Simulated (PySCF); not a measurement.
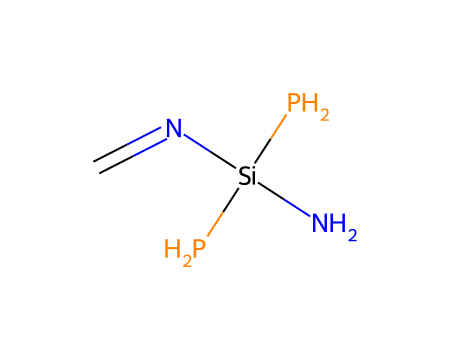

Computed geometry: GFN2-xTB optimisation. No frequency run is at hand to confirm it as a minimum. Method: ωB97X-D/def2-SVPD, gas phase (PySCF 2.14.0). Excitations: vertical, linear response.

Question: What is the HOMO energy (Kohn–Sham orbital)?

Answer: −8.56 eV.

Question: Give the lowest vertical singlet excitation at this level.

Answer: 4.03 eV.

Question: Give the LUMO energy (Kohn–Sham orbital) at this level.

Answer: 0.76 eV.

Question: Estimate the mean static polarisability.

Answer: 108.6 bohr³.

The geometry is semi-empirical. Around P, Si such bond lengths and angles can be off by a tenth of an ångström or more and by several degrees, and values that hang on the shape move with them.
